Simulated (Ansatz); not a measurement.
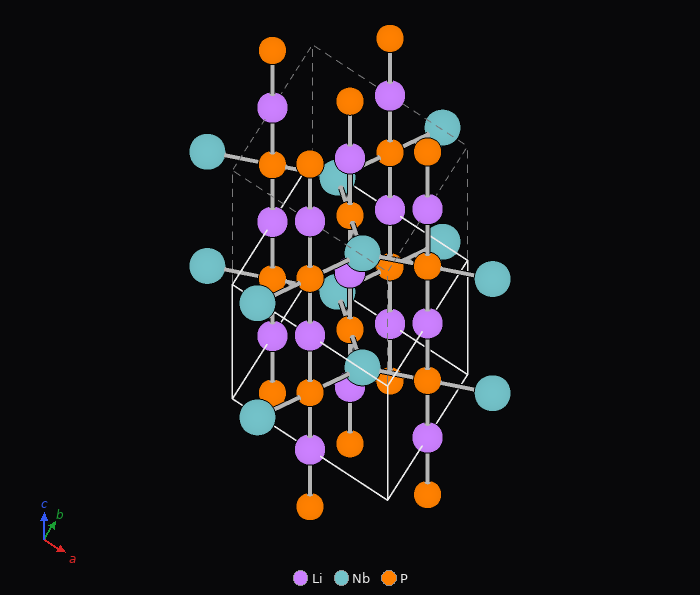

The compound is Li3Nb2P3 (space group P6/mmm, No. 191), taken as the geometry relaxed with DFT PBE, scalar-relativistic, plane waves, PAW (Ansatz); the starting structure was generated, so it need not be a known form of this composition.

Bonds are taken as Li–P below 2.6 Å and Nb–P below 2.7 Å; no other contact counts. Atoms with one bond or none are removed and atoms with two bonds are replaced by edges, until no such atom is left.

Q: What kind of net remains, and which atoms are its nodes?

A: A binodal (3,4)-connected, three-periodic net: Nb is a 3-connected node; P is a 4-connected node, in the ratio 2:3. Li becomes part of the edges.

Q: Is the net interpenetrated?

A: It is a single net, without interpenetration.

Q: Give the first four terms of the coordination sequence (nodes one, two, three … edges away).

A: Nb: 3, 9, 20, 32; P: 4, 10, 18, 30.
